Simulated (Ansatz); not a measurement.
The figure comes from a scan of HfO₂ (tetragonal-ZrO2 type, space group P4_2/nmc): volume and axial ratio are varied about the relaxed values (subscript 0). Level of theory: r2SCAN (plane waves to 500 eV, PAW, scalar-relativistic; Ansatz, a program for electronic structure). k mesh 9×9×7 (Γ-centred), Fermi-Dirac smearing 0.05 eV. Energies are smeared free energies. As the atoms are clamped, bonds stretch with the cell, which overstates energies and stresses. HfO2 is run without spin polarisation. HfO2 was relaxed with its symmetry unable to fall. Spin-orbit coupling is left out, though Hf is heavy. This is a high-temperature form of HfO2. The zero of ΔE is the relaxed starting cell.

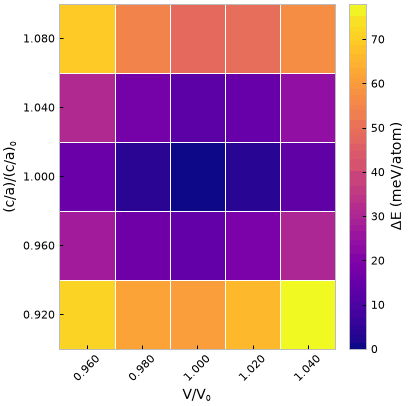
*ΔE (meV/atom), one tile a computed point.*

**Question.** Read the plotted values off the figure, to the accuracy that the plot allows.

**Answer.** To the nearest 10:

ΔE (meV/atom), with V/V₀ across and (c/a)/(c/a)₀ down:

```csv
(c/a)/(c/a)₀ \ V/V₀,0.960,0.980,1.000,1.020,1.040
0.920,70,60,60,70,80
0.960,30,20,10,20,30
1.000,20,0,0,0,10
1.040,30,20,10,10,20
1.080,70,50,50,50,60
```

(A scan under strain: stresses follow from slopes of the energy per volume, elastic moduli from its curvatures.)
